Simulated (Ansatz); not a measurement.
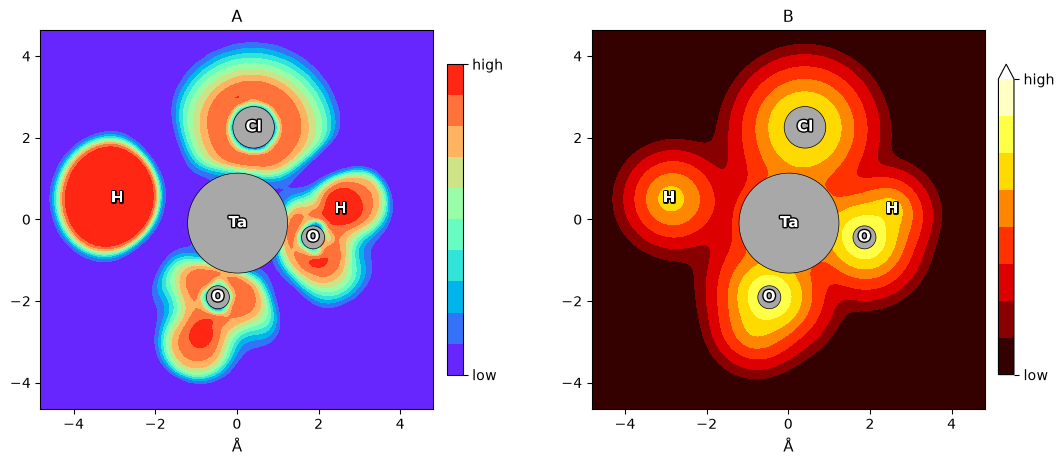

Cl$_{2}$FH$_{2}$O$_{2}$Ta···H$_{2}$: 2 fields on the plane of atoms O6, Ta1 and H7, with unlabelled colour scales. Grey discs cover the atomic cores.

Core potentials replace the inner electrons of Ta; not at a stationary point (largest force 1.8 eV/Å).

Computed with RKS B3LYP-D4/def2-SVP in Ansatz.

Q: The panels show electron density and electron localisation function in some order. Assign them.

A: Panel A: electron localisation function. Panel B: electron density. From the grid: Ta–O (1.88 Å): ρ is about 1 e/Å³ halfway; the ELF peaks at about 0.80 in the valence shell of O, 0.6 Å from its nucleus, and drops to about 0.25 between the two atoms.
